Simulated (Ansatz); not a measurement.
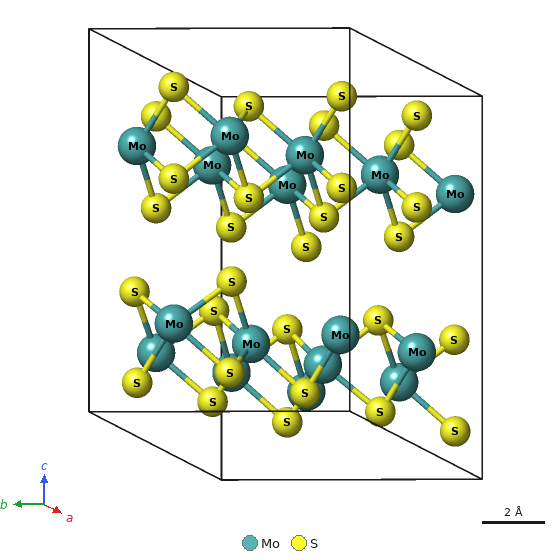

The image is a ball-and-stick drawing of a crystal, viewed from a general direction. The parallelepiped is the supercell. The host is MoS2, in a cell of 42 sites, and the cell carries a charge of -1.

### What kind of defect was put in?

A sulfur vacancy. Around the empty site lie three Mo at about 2.4 Å.

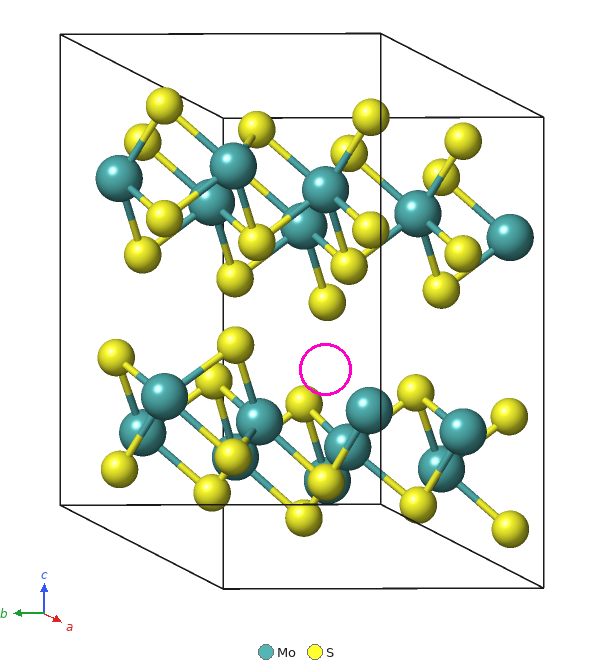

The same cell with a ring at the defect's site.

The atoms were relaxed in the host's cell with Ansatz, DFT r2SCAN, scalar-relativistic, plane waves, PAW.
